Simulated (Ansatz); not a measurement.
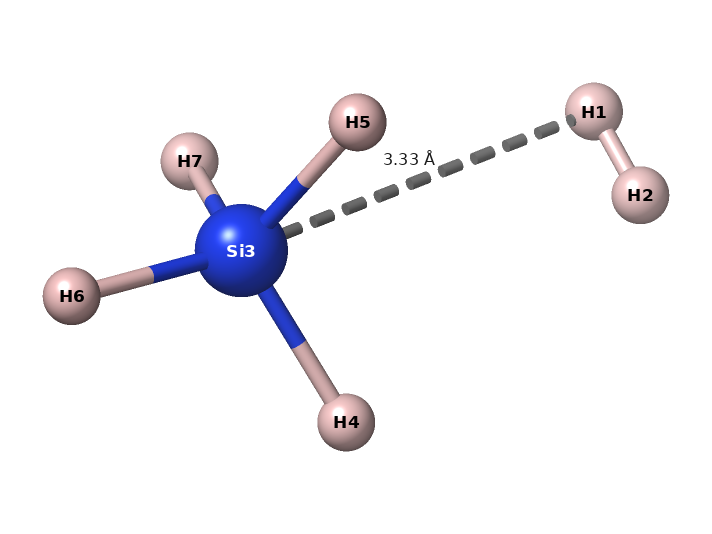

Two molecules or ions; the broken line marks their closest contact (measured against van der Waals radii). Geometry: a pair of rigid molecules at a changed separation. Program: Ansatz 0.2.0.

Q: Which two species are they?

A: H2 and SiH4 (`[H][H].[SiH4]`).

Give the counterpoise-corrected interaction energy (kcal/mol, monomers kept as in the pair) with RHF-CCSD(T) (frozen core)/def2-TZVPPD.

```
                                level  interaction energy (kcal/mol)
RHF-CCSD(T) (frozen core)/def2-TZVPPD                           −0.2
```
